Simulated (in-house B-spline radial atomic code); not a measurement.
**Zr¹⁴⁺: binding energies from hole states**

Aim: the cost of two holes at once in Zr¹⁴⁺, against the sum of the two single holes.

Program: in-house B-spline radial atomic code version 1. Level of theory: Dirac-Hartree-Fock, average of configuration, Fermi nucleus, basis-set limit. These are calculated values, not measurements, unless marked.

**1. The atom as given**

| Item | Value |
| --- | --- |
| element | zirconium (Z = 40) |
| charge | +14 |
| electrons | 26 |
| configuration | [Ar] 3d8 |
| Hamiltonian | Dirac-Coulomb |
| nucleus | Fermi, rms radius 4.269 fm |

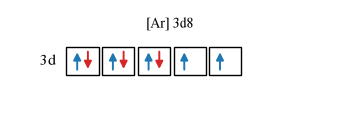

Outer shells as boxes.

The boxes draw the filling by Hund's rule, which heavy ions in jj coupling don't follow; these runs average over all states of the configuration.

Settings, as recorded:

```ini
Z = 40
electrons = 26.0
configuration = [Ar] 3d8
hamiltonian = dirac
method = hf
spin_polarised = False
nucleus = fermi
rms_radius = 4.2694
mass_number = 90
atomic_mass = 89.904698755
speed_of_light = 137.035999084
```

The reference is known from an earlier run: -3517.521128 hartree in all. Up to eight levels, counted from the top:

| orbital | occupation | energy (eV) | <r> (bohr) |
| --- | --- | --- | --- |
| 2s1/2 | 2 | -2932.90 | 0.1616 |
| 2p1/2 | 2 | -2707.21 | 0.1384 |
| 2p3/2 | 4 | -2620.51 | 0.1427 |
| 3s1/2 | 2 | -775.11 | 0.4443 |
| 3p1/2 | 2 | -688.73 | 0.4385 |
| 3p3/2 | 4 | -673.42 | 0.4472 |
| 3d3/2 | 3.2 | -529.89 | 0.4198 |
| 3d5/2 | 4.8 | -527.03 | 0.4226 |

Single holes known from earlier runs (ΔSCF): 1s 18425.3 eV, 3s 772.48 eV, 3p1/2 685.88 eV, 3p3/2 670.73 eV, 3d 524.85 eV.

**2. The 3d and 3d holes**

Changes to the settings of step 1:

```diff
@@ -1,4 +1,4 @@
 Z = 40
-electrons = 26.0
-configuration = [Ar] 3d8
+electrons = 24.0
+configuration = 1s2 2s2 2p6 3s2 3p6 3d6
 hamiltonian = dirac
```

The program writes no log. Results of the run, from its result record (rounded, main fields):

```text
{
  "status": "converged",
  "iterations": 8,
  "energy [hartree]": {"total": -3477.05125294, "kinetic": 3597.9925655, "nuclear": -7974.67122864, "coulomb": 994.219073577, "exact_exchange": -94.5916633692},
  "breit [hartree]": {"gaunt": 2.233131, "retardation": -0.2172197, "frequency_dependence": -0.01301647},
  "qed [hartree]": {"self_energy": 1.525638, "uehling": -0.1686679, "wichmann_kroll": 0.002322864},
  "recoil [hartree]": 0.01540401,
  "total_with_corrections [hartree]": -3473.67366065,
  "orbitals [hartree, bohr; first row names the columns]": [
    ["name", "occ", "eps", "<r>"],
    ["1s1/2", 2.0, -683.26563, 0.037055],
    ["2s1/2", 2.0, -112.33176, 0.1614],
    ["2p1/2", 2.0, -104.05022, 0.13821],
    ["2p3/2", 4.0, -100.8597, 0.14248],
    ["3s1/2", 2.0, -32.096989, 0.43584],
    ["3p1/2", 2.0, -28.902969, 0.42825],
    ["3p3/2", 4.0, -28.311508, 0.43645],
    ["3d3/2", 2.4, -23.308206, 0.4032],
    ["3d5/2", 3.6, -23.195615, 0.40574]
  ],
  "sum_r [bohr^k]": {"-1": 199.3678, "1": 7.145595, "2": 3.106741},
  "energy_minus_base [hartree]": 40.4698746,
  "energy_minus_base_with_corrections [hartree]": 40.4618178
}
```

Wall time 0.72 s (1 thread, shared host).

energy_minus_base is the energy less that of the reference run.

**3. The 1s and 3p1/2 holes**

In configurations, a minus sign after the shell means j = l − 1/2 and a plus sign j = l + 1/2; the count of electrons follows.

Changes to the settings of step 2:

```diff
@@ -2,3 +2,3 @@
 electrons = 24.0
-configuration = 1s2 2s2 2p6 3s2 3p6 3d6
+configuration = 1s1 2s2 2p6 3s2 3p-1 3p+4 3d8
 hamiltonian = dirac
```

Results of the run:

```text
{
  "status": "converged",
  "iterations": 9,
  "energy [hartree]": {"total": -2812.69033544, "kinetic": 2900.95832602, "nuclear": -6553.50296975, "coulomb": 910.034053777, "exact_exchange": -70.1797454827},
  "breit [hartree]": {"gaunt": 0.992236, "retardation": -0.1325665, "frequency_dependence": -0.007303137},
  "qed [hartree]": {"self_energy": 0.8884962, "uehling": -0.0963264, "wichmann_kroll": 0.001326603},
  "recoil [hartree]": 0.01303813,
  "total_with_corrections [hartree]": -2811.03143451,
  "orbitals [hartree, bohr; first row names the columns]": [
    ["name", "occ", "eps", "<r>"],
    ["1s1/2", 1.0, -703.61783, 0.036882],
    ["2s1/2", 2.0, -115.83254, 0.15865],
    ["2p1/2", 2.0, -108.6191, 0.13503],
    ["2p3/2", 4.0, -105.24659, 0.1391],
    ["3s1/2", 2.0, -32.553781, 0.42962],
    ["3p1/2", 1.0, -29.753208, 0.41867],
    ["3p3/2", 4.0, -29.006452, 0.42752],
    ["3d3/2", 3.2, -23.541822, 0.39518],
    ["3d5/2", 4.8, -23.564195, 0.39788]
  ],
  "sum_r [bohr^k]": {"-1": 163.8381, "1": 7.343059, "2": 3.156275},
  "energy_minus_base [hartree]": 704.830792,
  "energy_minus_base_with_corrections [hartree]": 703.104044
}
```

Run time: 0.86 s. Hardware: 1 thread, shared host.

**4. The 1s and 3s holes**

Changes to the settings of step 3:

```diff
@@ -2,3 +2,3 @@
 electrons = 24.0
-configuration = 1s1 2s2 2p6 3s2 3p-1 3p+4 3d8
+configuration = 1s1 2s2 2p6 3s1 3p6 3d8
 hamiltonian = dirac
```

Results of the run:

```text
{
  "status": "converged",
  "iterations": 13,
  "energy [hartree]": {"total": -2809.67693541, "kinetic": 2897.70909849, "nuclear": -6548.50168715, "coulomb": 910.926613719, "exact_exchange": -69.8109604662},
  "breit [hartree]": {"gaunt": 0.9950889, "retardation": -0.1340422, "frequency_dependence": -0.00674585},
  "qed [hartree]": {"self_energy": 0.8712552, "uehling": -0.09474278, "wichmann_kroll": 0.001305025},
  "recoil [hartree]": 0.01292797,
  "total_with_corrections [hartree]": -2808.03188916,
  "orbitals [hartree, bohr; first row names the columns]": [
    ["name", "occ", "eps", "<r>"],
    ["1s1/2", 1.0, -700.67604, 0.037926],
    ["2s1/2", 2.0, -115.70325, 0.15904],
    ["2p1/2", 2.0, -108.63091, 0.13484],
    ["2p3/2", 4.0, -105.15489, 0.13914],
    ["3s1/2", 1.0, -35.674447, 0.42723],
    ["3p1/2", 2.0, -29.501989, 0.41952],
    ["3p3/2", 4.0, -28.863794, 0.42799],
    ["3d3/2", 3.2, -23.633459, 0.39545],
    ["3d5/2", 4.8, -23.507645, 0.39816]
  ],
  "sum_r [bohr^k]": {"-1": 163.7131, "1": 7.337077, "2": 3.153394},
  "energy_minus_base [hartree]": 707.844192,
  "energy_minus_base_with_corrections [hartree]": 706.103589
}
```

Run time: 1.1 s. Hardware: 1 thread, shared host.

**5. The 3p3/2 and 3d holes**

Changes to the settings of step 4:

```diff
@@ -2,3 +2,3 @@
 electrons = 24.0
-configuration = 1s1 2s2 2p6 3s1 3p6 3d8
+configuration = 1s2 2s2 2p6 3s2 3p-2 3p+3 3d7
 hamiltonian = dirac
```

Results of the run:

```text
{
  "status": "converged",
  "iterations": 8,
  "energy [hartree]": {"total": -3471.81840443, "kinetic": 3592.52175694, "nuclear": -7965.67233445, "coulomb": 994.831563718, "exact_exchange": -93.4993906352},
  "breit [hartree]": {"gaunt": 2.218885, "retardation": -0.2146032, "frequency_dependence": -0.0125504},
  "qed [hartree]": {"self_energy": 1.524664, "uehling": -0.1686827, "wichmann_kroll": 0.002323021},
  "recoil [hartree]": 0.01535106,
  "total_with_corrections [hartree]": -3468.45301759,
  "orbitals [hartree, bohr; first row names the columns]": [
    ["name", "occ", "eps", "<r>"],
    ["1s1/2", 2.0, -683.41347, 0.037049],
    ["2s1/2", 2.0, -112.22491, 0.16137],
    ["2p1/2", 2.0, -103.99531, 0.13818],
    ["2p3/2", 4.0, -100.74901, 0.14267],
    ["3s1/2", 2.0, -31.916552, 0.43659],
    ["3p1/2", 2.0, -28.866776, 0.4287],
    ["3p3/2", 3.0, -28.310699, 0.43665],
    ["3d3/2", 2.8, -23.213356, 0.40433],
    ["3d5/2", 4.2, -23.030157, 0.40685]
  ],
  "sum_r [bohr^k]": {"-1": 199.1428, "1": 7.125301, "2": 3.091141},
  "energy_minus_base [hartree]": 45.7027231,
  "energy_minus_base_with_corrections [hartree]": 45.6824608
}
```

Run time: 0.75 s. Hardware: 1 thread, shared host.

**6. The 1s and 1s holes**

Changes to the settings of step 5:

```diff
@@ -2,3 +2,3 @@
 electrons = 24.0
-configuration = 1s2 2s2 2p6 3s2 3p-2 3p+3 3d7
+configuration = 2s2 2p6 3s2 3p6 3d8
 hamiltonian = dirac
```

Results of the run:

```text
{
  "status": "converged",
  "iterations": 9,
  "energy [hartree]": {"total": -2140.84548589, "kinetic": 2198.13865522, "nuclear": -5135.38535577, "coulomb": 869.644288119, "exact_exchange": -73.2430734535},
  "breit [hartree]": {"gaunt": 0.5568973, "retardation": -0.03770522, "frequency_dependence": -0.0003885572},
  "qed [hartree]": {"self_energy": 0.2285931, "uehling": -0.02148203, "wichmann_kroll": 0.0002963443},
  "recoil [hartree]": 0.01093104,
  "total_with_corrections [hartree]": -2140.10834394,
  "orbitals [hartree, bohr; first row names the columns]": [
    ["name", "occ", "eps", "<r>"],
    ["2s1/2", 2.0, -119.4866, 0.15626],
    ["2p1/2", 2.0, -113.52476, 0.13162],
    ["2p3/2", 4.0, -109.75529, 0.13595],
    ["3s1/2", 2.0, -33.335989, 0.42233],
    ["3p1/2", 2.0, -30.430155, 0.40983],
    ["3p3/2", 4.0, -29.741554, 0.41836],
    ["3d3/2", 3.2, -24.196819, 0.38575],
    ["3d5/2", 4.8, -24.056679, 0.38858]
  ],
  "sum_r [bohr^k]": {"-1": 128.3848, "1": 7.556962, "2": 3.215059},
  "energy_minus_base [hartree]": 1376.67564,
  "energy_minus_base_with_corrections [hartree]": 1374.02713
}
```

Run time: 0.76 s. Hardware: 1 thread, shared host.

**7. Binding energies**

| two holes | ΔSCF (eV) | less the two single holes (eV) |
| --- | --- | --- |
| 3d and 3d | 1101.24 | 51.55 |
| 1s and 3p1/2 | 19179.4 | 68.21 |
| 1s and 3s | 19261.4 | 63.61 |
| 3p3/2 and 3d | 1243.63 | 48.06 |
| 1s and 1s | 37461.3 | 610.59 |

**Reading.** Two holes cost more than the sum of each, because the second electron leaves a more charged ion. The excess runs from 48.1 eV (3p3/2 and 3d) to 610.6 eV (1s and 1s); it tends to be largest where both holes are compact. Two partly filled shells share a symmetry and can mix in the average, which may lower the energy, in these hole states: 1s and 3s. Values are for the free ion, measured from the vacuum level.
